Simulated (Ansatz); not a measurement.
## Run report: C₂H₆B (charge −1), nudged elastic band

The run: nudged elastic band of C₂H₆B, charge −1. Method and program: RKS revPBE-D4/def2-SVP (Ansatz 0.2.0).

It belongs to a series of runs on one base structure; here: band between the two ends.

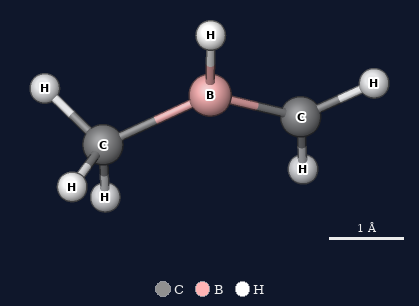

*The structure as given in the input (ball-and-stick view, seen at a tilt).*

Bond lengths as drawn: B–C 1.47 to 1.63 Å, B–H 1.26 Å and C–H 1.11 to 1.12 Å.

**Results in brief**

- outcome: converged
- barrier, forward: 2.056 eV
- barrier, backward: 2.056 eV
- hardware: 1 thread of AMD EPYC (Zen 5), 176 GiB of memory available, shared host
- wall time: 63 s
- peak memory: 0.14 GiB

The order of the saddle point was not checked.

**Input**
```yaml
crystal:
  periodic: [false, false, false]
  atoms:
    - { symbol: C, position_ang: [-0.842705, 0.777787, -1.002146] }
    - { symbol: B, position_ang: [0.159776, 0.581856, 0.050935] }
    - { symbol: C, position_ang: [0.525834, -0.867561, 0.697815] }
    - { symbol: H, position_ang: [-1.436936, -0.054492, -1.445635] }
    - { symbol: H, position_ang: [-1.101101, 1.762121, -1.450713] }
    - { symbol: H, position_ang: [0.807045, 1.548622, 0.523084] }
    - { symbol: H, position_ang: [-0.068428, -1.702187, 0.253622] }
    - { symbol: H, position_ang: [1.604336, -1.140455, 0.569541] }
    - { symbol: H, position_ang: [0.352179, -0.905691, 1.803506] }
total_charge: -1
basis:
  gaussian: { orbitals: def2-SVP }
hamiltonian:
  xc: revpbe
  dispersion: d4
neb:
  order_check: false
  images: 9
  f_tol: 0.05
  max_iterations: 60
  final_atoms:
    - { symbol: C, position_ang: [-0.84293119, 0.77801441, -1.0022962] }
    - { symbol: B, position_ang: [0.1591157, 0.58135082, 0.05101279] }
    - { symbol: C, position_ang: [0.52575516, -0.86793052, 0.69789493] }
    - { symbol: H, position_ang: [-1.10007106, 1.76300182, -1.4499723] }
    - { symbol: H, position_ang: [-1.43700853, -0.05367205, -1.44719011] }
    - { symbol: H, position_ang: [0.80611028, 1.54797303, 0.5234766] }
    - { symbol: H, position_ang: [-0.0686371, -1.70290744, 0.2543201] }
    - { symbol: H, position_ang: [1.60434611, -1.14030677, 0.56896511] }
    - { symbol: H, position_ang: [0.35332063, -0.9055233, 1.8037981] }
  initial_path:
    images:
      - { positions_ang: [[-0.842705, 0.777787, -1.002146], [0.159776, 0.581856, 0.050935], [0.525834, -0.867561, 0.697815], [-1.436936, -0.054492, -1.445635], [-1.101101, 1.762121, -1.450713], [0.807045, 1.548622, 0.523084], [-0.068428, -1.702187, 0.253622], [1.604336, -1.140455, 0.569541], [0.352179, -0.905691, 1.803506]] }
      - { positions_ang: [[-0.84369995, 0.77490931, -0.99370343], [0.1414753, 0.58480721, 0.06667738], [0.5378851, -0.86707291, 0.68587103], [-1.53760417, 0.11464924, -1.32945619], [-0.99188907, 1.58594183, -1.56281611], [0.75027652, 1.54706094, 0.56887118], [-0.02296696, -1.69937608, 0.21433362], [1.6189875, -1.10550315, 0.56966342], [0.34753573, -0.93541639, 1.78056809]] }
      - { positions_ang: [[-0.84469491, 0.77203163, -0.98526086], [0.12317459, 0.58775842, 0.08241977], [0.54993621, -0.86658482, 0.67392706], [-1.63827234, 0.28379047, -1.21327738], [-0.88267714, 1.40976266, -1.67491922], [0.69350804, 1.54549989, 0.61465837], [0.02249409, -1.69656516, 0.17504523], [1.633639, -1.0705513, 0.56978585], [0.34289246, -0.96514178, 1.75763019]] }
      - { positions_ang: [[-0.84568986, 0.76915394, -0.97681829], [0.10487389, 0.59070963, 0.09816215], [0.56198731, -0.86609673, 0.66198308], [-1.73894051, 0.45293171, -1.09709858], [-0.77346521, 1.23358349, -1.78702233], [0.63673956, 1.54393883, 0.66044555], [0.06795513, -1.69375424, 0.13575685], [1.6482905, -1.03559945, 0.56990827], [0.3382492, -0.99486717, 1.73469228]] }
      - { positions_ang: [[-0.84668481, 0.76627625, -0.96837572], [0.08657318, 0.59366084, 0.11390453], [0.57403841, -0.86560864, 0.65003911], [-1.83960869, 0.62207295, -0.98091977], [-0.66425327, 1.05740432, -1.89912544], [0.57997108, 1.54237777, 0.70623274], [0.11341618, -1.69094333, 0.09646847], [1.66294199, -1.0006476, 0.5700307], [0.33360593, -1.02459256, 1.71175438]] }
      - { positions_ang: [[-0.84767976, 0.76339857, -0.95993315], [0.06827248, 0.59661205, 0.12964692], [0.58608952, -0.86512055, 0.63809514], [-1.94027686, 0.79121418, -0.86474096], [-0.55504134, 0.88122515, -2.01122855], [0.5232026, 1.54081671, 0.75201992], [0.15887722, -1.68813241, 0.05718009], [1.67759349, -0.96569575, 0.57015312], [0.32896266, -1.05431795, 1.68881647]] }
      - { positions_ang: [[-0.84673005, 0.76632174, -0.96840576], [0.08644112, 0.59355981, 0.11392009], [0.57402265, -0.86568254, 0.6500551], [-1.7722357, 0.98557171, -0.98178723], [-0.73143478, 0.69424571, -1.89842086], [0.57978413, 1.54224798, 0.70631126], [0.11337436, -1.69108741, 0.09660809], [1.66294402, -1.00061796, 0.56991552], [0.33383425, -1.02455902, 1.7118128]] }
      - { positions_ang: [[-0.84578033, 0.7692449, -0.97687837], [0.10460976, 0.59050756, 0.09819326], [0.56195578, -0.86624454, 0.66201505], [-1.60419454, 1.17992924, -1.0988335], [-0.90782822, 0.50726627, -1.78561317], [0.63636567, 1.54367924, 0.66060259], [0.06787149, -1.69404242, 0.13603609], [1.64829454, -1.03554016, 0.56967792], [0.33870585, -0.99480009, 1.73480912]] }
      - { positions_ang: [[-0.84483062, 0.77216807, -0.98535098], [0.12277841, 0.58745531, 0.08246644], [0.54988891, -0.86680653, 0.67397501], [-1.43615338, 1.37428676, -1.21587977], [-1.08422166, 0.32028683, -1.67280549], [0.69294721, 1.54511051, 0.61489393], [0.02236863, -1.69699743, 0.17546409], [1.63364506, -1.07046236, 0.56944031], [0.34357744, -0.96504116, 1.75780545]] }
      - { positions_ang: [[-0.8438809, 0.77509124, -0.99382359], [0.14094705, 0.58440306, 0.06673961], [0.53782204, -0.86736852, 0.68593497], [-1.26811222, 1.56864429, -1.33292604], [-1.26061509, 0.13330739, -1.5599978], [0.74952874, 1.54654177, 0.56918526], [-0.02313424, -1.69995244, 0.2148921], [1.61899559, -1.10538457, 0.56920271], [0.34844904, -0.93528223, 1.78080177]] }
      - { positions_ang: [[-0.84293119, 0.77801441, -1.0022962], [0.1591157, 0.58135082, 0.05101279], [0.52575516, -0.86793052, 0.69789493], [-1.10007106, 1.76300182, -1.4499723], [-1.43700853, -0.05367205, -1.44719011], [0.80611028, 1.54797303, 0.5234766], [-0.0686371, -1.70290744, 0.2543201], [1.60434611, -1.14030677, 0.56896511], [0.35332063, -0.9055233, 1.8037981]] }
```

Launched with:
```bash
ansatz run input.yaml --threads 1 --pin off --max-ram 2048MiB --backend cpu --events-out ev --progress --plain --runs-dir out
```

**The program's output**
```
Engine: ansatz 0.2.0, x86_64-unknown-linux-gnu
Functional definition: revPBE
  parameter kappa = 1.245
  parameter beta = 0.06672455060314922
  exchange = pbe_x(kappa = kappa, mu = beta*pi^2/3)
  correlation = pbe_c(beta = beta)
818 factors; their error is unknown
mean field evaluation 1: about -2839.4491 eV, gradient 4.4e1 eV
mean field evaluation 2: about -2827.4895 eV, gradient 7.3e1 eV
mean field evaluation 4: about -2844.8536 eV, gradient 5.8e0 eV
mean field evaluation 8: about -2844.9483 eV, gradient 8.0e-2 eV
mean field evaluation 16: about -2844.9219 eV, gradient 4.9e-5 eV
mean field -2844.92186638 eV, -104.5489502322 hartree, gradient 4.9e-5 eV, S^2 0.000000; 0 other end points of the search recorded, 0 dependent functions left out
the calculation of the forces begins
reference -2844.92190467 eV, -104.5489516393 hartree; 12, 12 occupied and 60, 60 virtual orbitals, 818 factors
818 factors; their error is unknown
mean field evaluation 32: about -2844.9219 eV, gradient 4.9e-5 eV
mean field -2844.92191692 eV, -104.5489520894 hartree, gradient 4.9e-5 eV, S^2 0.000000; 0 other end points of the search recorded, 0 dependent functions left out
[... from here on the field's lines of each further geometry are left out, up to the last ...]
NEB iter   1: max|band force component| = 1.631e1 eV/Å  barrier→ = 5.1686 eV  barrier← = 5.1686 eV  Δτ_max = 0.1950 Å  (345 SCF iters)
NEB iter   2: max|band force component| = 2.720e0 eV/Å  barrier→ = 2.4216 eV  barrier← = 2.4216 eV  Δτ_max = 0.1411 Å  (265 SCF iters)
NEB iter   3: max|band force component| = 1.314e0 eV/Å  barrier→ = 2.2958 eV  barrier← = 2.2958 eV  Δτ_max = 0.1950 Å  (269 SCF iters)
NEB iter   4: max|band force component| = 7.449e-1 eV/Å  barrier→ = 2.1513 eV  barrier← = 2.1513 eV  Δτ_max = 0.0684 Å  (277 SCF iters)
NEB iter   5: max|band force component| = 4.270e-1 eV/Å  barrier→ = 2.0949 eV  barrier← = 2.0949 eV  CI = image 5  Δτ_max = 0.0629 Å  (266 SCF iters)
NEB iter   6: max|band force component| = 2.087e-1 eV/Å  barrier→ = 2.0639 eV  barrier← = 2.0639 eV  CI = image 5  Δτ_max = 0.0322 Å  (266 SCF iters)
NEB iter   7: max|band force component| = 1.569e-1 eV/Å  barrier→ = 2.0575 eV  barrier← = 2.0575 eV  CI = image 5  Δτ_max = 0.0189 Å  (268 SCF iters)
NEB iter   8: max|band force component| = 1.029e-1 eV/Å  barrier→ = 2.0566 eV  barrier← = 2.0566 eV  CI = image 5  Δτ_max = 0.0083 Å  (264 SCF iters)
the calculation of the forces begins
reference -2844.88246230 eV, -104.5475021591 hartree; 12, 12 occupied and 60, 60 virtual orbitals, 818 factors
818 factors; their error is unknown
mean field evaluation 864: about -2842.8930 eV, gradient 1.4e-1 eV
mean field -2842.86820289 eV, -104.4734794910 hartree, gradient 2.0e-5 eV, S^2 0.000000; 2 other end points of the search recorded, 0 dependent functions left out
the calculation of the forces begins
reference -2842.86824394 eV, -104.4734809996 hartree; 12, 12 occupied and 60, 60 virtual orbitals, 818 factors
NEB iter   9: max|band force component| = 1.720e-2 eV/Å  barrier→ = 2.0557 eV  barrier← = 2.0557 eV  CI = image 5  Δτ_max = 0.0000 Å  (474 SCF iters)
```

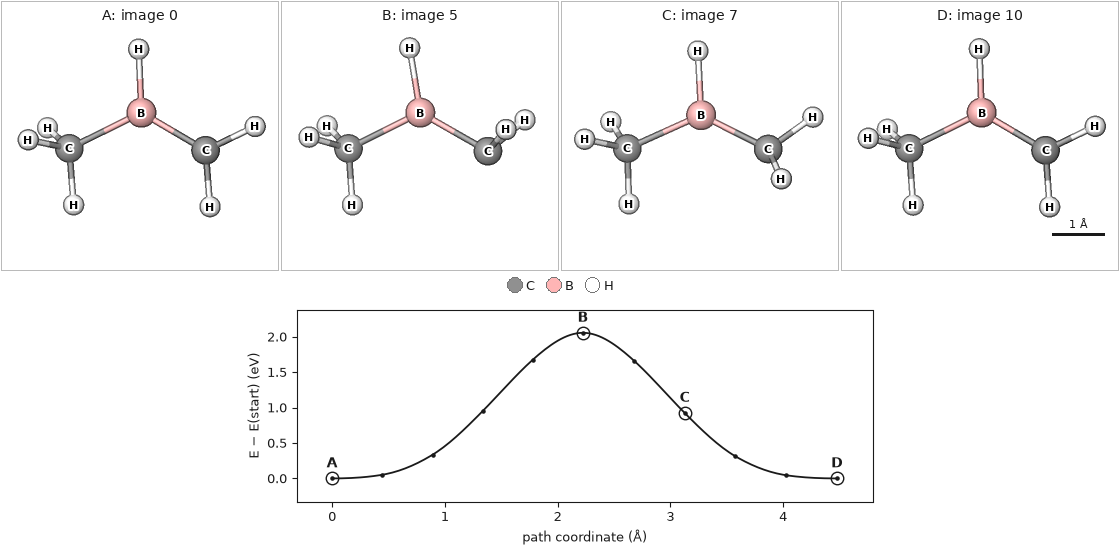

*Images of the last band (counted from 0; ball-and-stick, seen at a tilt) above the energy along the path; the line is a cubic interpolation that uses the forces.*

The highest image is number 5, 2.056 eV above the start and 2.056 eV above the end (the climbing image); start and end have the same energy. The path is 4.48 Å long. The band converged in 9 iterations.

```
Total energy: -2843.38007471 eV, -104.4922904332 hartree
Atom 0 at    -1.007695     0.422652    -1.185157 Å, force    -0.009051     0.003101    -0.010611 eV/Å
Atom 1 at    -0.031129     0.420483     0.003706 Å, force    -0.001094     0.014861     0.005729 eV/Å
Atom 2 at     0.609232    -0.911644     0.663937 Å, force    -0.005701    -0.017081    -0.000730 eV/Å
Atom 3 at    -1.837771     1.113035    -0.810997 Å, force     0.001256     0.004512    -0.002642 eV/Å
Atom 4 at    -0.530376     1.198573    -1.875603 Å, force    -0.004095    -0.002517    -0.006082 eV/Å
Atom 5 at     0.427650     1.437645     0.649340 Å, force     0.001466    -0.002798     0.004495 eV/Å
Atom 6 at     0.260920    -1.852999     0.182108 Å, force    -0.000811    -0.006289    -0.003181 eV/Å
Atom 7 at     1.725998    -0.871388     0.614072 Å, force     0.017187     0.004944     0.001645 eV/Å
Atom 8 at     0.383170    -0.956357     1.758602 Å, force     0.000843     0.001266     0.011379 eV/Å
Dipole moment:     0.507526    -0.249992     0.591064 e Å
this run last wrote the band of iteration 9 to [file]
```

**The last band as extended XYZ (Å, eV, eV/Å)**
```
9
Properties=species:S:1:pos:R:3:forces:R:3 image=0 energy=-2845.43573
C    -0.8427    0.7778   -1.0021   -0.0006   0.0025  -0.0001
B     0.1598    0.5819    0.0509   -0.0018   0.0015  -0.0017
C     0.5258   -0.8676    0.6978   -0.0002   0.0000   0.0008
H    -1.4369   -0.0545   -1.4456   -0.0004  -0.0015  -0.0006
H    -1.1011    1.7621   -1.4507    0.0025  -0.0010   0.0022
H     0.8070    1.5486    0.5231   -0.0009  -0.0017  -0.0008
H    -0.0684   -1.7022    0.2536   -0.0015  -0.0012  -0.0012
H     1.6043   -1.1405    0.5695    0.0017   0.0006   0.0007
H     0.3522   -0.9057    1.8035    0.0011   0.0007   0.0009
9
Properties=species:S:1:pos:R:3:forces:R:3 image=1 energy=-2845.38406
C    -0.8885    0.7869   -0.9999   -0.0015   0.0180   0.0338
B     0.1328    0.5362    0.0245    0.0465   0.0300  -0.0085
C     0.5308   -0.8865    0.7172   -0.0030   0.0129  -0.0128
H    -1.6526    0.0662   -1.3707    0.1443  -0.1332  -0.0681
H    -0.9845    1.7768   -1.4976   -0.1378   0.0513   0.0885
H     0.8503    1.4886    0.4164    0.0664   0.0209  -0.0277
H     0.1118   -1.7880    0.2084   -0.0796   0.0316   0.0071
H     1.6430   -1.0061    0.7011   -0.0076  -0.0798   0.0024
H     0.2568   -0.9741    1.8005   -0.0278   0.0484  -0.0148
9
Properties=species:S:1:pos:R:3:forces:R:3 image=2 energy=-2845.10166
C    -0.8928    0.7598   -1.0445   -0.0550   0.2420   0.2107
B     0.0778    0.4941    0.0298    0.1054   0.0760   0.0035
C     0.5315   -0.9040    0.7383   -0.0390   0.0207   0.0159
H    -1.8664    0.2695   -1.2515    0.2382  -0.5689  -0.3460
H    -0.7887    1.6984   -1.6298   -0.3177   0.3006   0.2176
H     0.7840    1.4522    0.4284    0.3248   0.0066  -0.2138
H     0.1994   -1.8329    0.2156   -0.1495   0.0306   0.0595
H     1.6494   -0.9103    0.6851   -0.0364  -0.1355   0.0361
H     0.3056   -1.0269    1.8286   -0.0710   0.0279   0.0165
9
Properties=species:S:1:pos:R:3:forces:R:3 image=3 energy=-2844.48465
C    -0.8781    0.6557   -1.1296    0.1058   0.5222   0.2615
B     0.0432    0.4608    0.0230    0.1630   0.0985   0.0342
C     0.5423   -0.9134    0.7334   -0.1069  -0.0036   0.0976
H    -1.9775    0.5395   -1.0737   -0.0936  -1.0223  -0.5181
H    -0.6507    1.5612   -1.7332   -0.3267   0.5809   0.2385
H     0.6825    1.4424    0.4885    0.5812  -0.0097  -0.3667
H     0.2304   -1.8484    0.2109   -0.1648   0.0080   0.1118
H     1.6598   -0.8767    0.6514   -0.1075  -0.1157   0.0310
H     0.3481   -1.0213    1.8293   -0.0505  -0.0582   0.1102
9
Properties=species:S:1:pos:R:3:forces:R:3 image=4 energy=-2843.75847
C    -0.9168    0.5194   -1.1923    0.2703   0.3295  -0.0066
B     0.0079    0.4357    0.0103    0.1410   0.0592   0.0171
C     0.5654   -0.9150    0.7081   -0.1517  -0.0267   0.1467
H    -1.9531    0.8363   -0.9126   -0.3772  -0.8598  -0.2834
H    -0.5673    1.3943   -1.8045   -0.1543   0.6107   0.2267
H     0.5642    1.4414    0.5593    0.5331   0.0111  -0.3500
H     0.2434   -1.8531    0.2001   -0.1206  -0.0068   0.0970
H     1.6835   -0.8693    0.6257   -0.1428  -0.0406  -0.0105
H     0.3728   -0.9898    1.8059    0.0022  -0.0767   0.1630
9
Properties=species:S:1:pos:R:3:forces:R:3 image=5 energy=-2843.38003
C    -1.0077    0.4227   -1.1852   -0.0091   0.0031  -0.0106
B    -0.0311    0.4205    0.0037   -0.0011   0.0149   0.0057
C     0.6092   -0.9116    0.6639   -0.0057  -0.0171  -0.0007
H    -1.8378    1.1130   -0.8110    0.0013   0.0045  -0.0026
H    -0.5304    1.1986   -1.8756   -0.0041  -0.0025  -0.0061
H     0.4276    1.4376    0.6493    0.0015  -0.0028   0.0045
H     0.2609   -1.8530    0.1821   -0.0008  -0.0063  -0.0032
H     1.7260   -0.8714    0.6141    0.0172   0.0049   0.0016
H     0.3832   -0.9564    1.7586    0.0008   0.0013   0.0114
9
Properties=species:S:1:pos:R:3:forces:R:3 image=6 energy=-2843.77187
C    -1.0453    0.5182   -1.0816   -0.0513   0.3358   0.2606
B    -0.0100    0.4370    0.0264   -0.0163   0.0531   0.1562
C     0.6348   -0.9125    0.6495    0.1742  -0.0128  -0.1260
H    -1.7341    1.3677   -0.8261    0.2378   0.6198  -0.0971
H    -0.6025    0.8623   -2.0504   -0.2046  -0.8720  -0.4421
H     0.4060    1.4383    0.6935   -0.4371  -0.0123   0.4721
H     0.1946   -1.8516    0.2422    0.1151   0.0028  -0.1067
H     1.7494   -0.9641    0.5987    0.1703  -0.0747   0.0256
H     0.4071   -0.8954    1.7478    0.0118  -0.0397  -0.1426
9
Properties=species:S:1:pos:R:3:forces:R:3 image=7 energy=-2844.51074
C    -0.9907    0.6607   -1.0285    0.2761   0.5159   0.1098
B     0.0254    0.4643    0.0401    0.0066   0.1003   0.1668
C     0.6340   -0.9135    0.6540    0.1145  -0.0048  -0.0915
H    -1.5944    1.5871   -0.9146    0.2963   0.5539  -0.3041
H    -0.7983    0.4951   -2.1062   -0.5403  -1.0046  -0.1204
H     0.4277    1.4517    0.7116   -0.4376   0.0168   0.5234
H     0.1093   -1.8397    0.3203    0.1290   0.0029  -0.1514
H     1.7380   -1.0676    0.5663    0.1164  -0.0615  -0.0341
H     0.4491   -0.8381    1.7569    0.0389  -0.1189  -0.0985
9
Properties=species:S:1:pos:R:3:forces:R:3 image=8 energy=-2845.12381
C    -0.8933    0.7602   -1.0425    0.2302   0.2051  -0.0497
B     0.0616    0.4993    0.0466   -0.0039   0.0825   0.0938
C     0.6101   -0.9071    0.6680    0.0200   0.0160  -0.0352
H    -1.4002    1.7482   -1.0811    0.2635   0.2356  -0.3084
H    -1.0635    0.1891   -1.9788   -0.4004  -0.4904   0.2479
H     0.4735    1.4815    0.7103   -0.2296   0.0505   0.2857
H     0.0200   -1.8109    0.3826    0.0711   0.0111  -0.1430
H     1.6933   -1.1498    0.5176    0.0243   0.0255  -0.0690
H     0.4986   -0.8104    1.7773    0.0248  -0.1360  -0.0221
9
Properties=species:S:1:pos:R:3:forces:R:3 image=9 energy=-2845.39102
C    -0.8415    0.7787   -1.0416    0.0340   0.0126   0.0057
B     0.0917    0.5467    0.0675   -0.0043   0.0322   0.0359
C     0.5624   -0.8877    0.6872   -0.0113   0.0129  -0.0034
H    -1.1853    1.8000   -1.3160    0.0871   0.0195  -0.1226
H    -1.2819    0.0045   -1.7101   -0.0835  -0.0949   0.1379
H     0.5827    1.5309    0.6721   -0.0194   0.0294   0.0500
H    -0.0642   -1.7566    0.3716    0.0143   0.0150  -0.0769
H     1.6254   -1.1646    0.4652   -0.0049   0.0456  -0.0291
H     0.5107   -0.8520    1.8041   -0.0119  -0.0725   0.0025
9
Properties=species:S:1:pos:R:3:forces:R:3 image=10 energy=-2845.43573
C    -0.8429    0.7780   -1.0023    0.0007  -0.0003   0.0002
B     0.1591    0.5814    0.0510   -0.0007  -0.0001  -0.0009
C     0.5258   -0.8679    0.6979   -0.0002  -0.0001  -0.0007
H    -1.1001    1.7630   -1.4500    0.0001  -0.0003   0.0000
H    -1.4370   -0.0537   -1.4472   -0.0003   0.0002   0.0003
H     0.8061    1.5480    0.5235    0.0003   0.0006   0.0005
H    -0.0686   -1.7029    0.2543    0.0004   0.0003   0.0008
H     1.6043   -1.1403    0.5690    0.0004   0.0000  -0.0004
H     0.3533   -0.9055    1.8038   -0.0007  -0.0004   0.0002
```
